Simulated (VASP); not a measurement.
Given:

```yaml
crystal:
  lattice:
    - [0.00000, 2.60737, 2.60737]
    - [2.60737, 0.00000, 2.60737]
    - [2.60737, 2.60737, 0.00000]
  atoms:
    - { symbol: Hg, position: [0.00000, 0.00000, 0.00000] }
    - { symbol: O, position: [0.25000, 0.25000, 0.25000] }
```

Method: PBEsol GGA, VASP's PBE PAW potentials (set 64) (plane waves; VASP). Numerical set-up: 520 eV cut-off, 14×14×14 Γ-centred mesh, tetrahedra with Blöchl corrections, potentials Hg O.

Unless said otherwise, spin-orbit coupling is left out, though it shifts the bands of the heavy elements here.

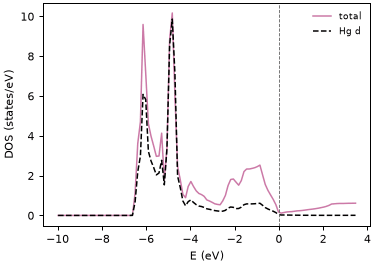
Fig. 1. Total and projected density of states, zero at the Fermi level

Within 2 eV below the Fermi level the largest weight inside VASP's projection spheres is O p, then Hg d.

It has no gap at this level: it comes out as a metal or semimetal.

The structure was generated: HgO was put into the zinc blende type (F-43m), which need not be its known phase. It was relaxed first, which changed the volume by +48 %.
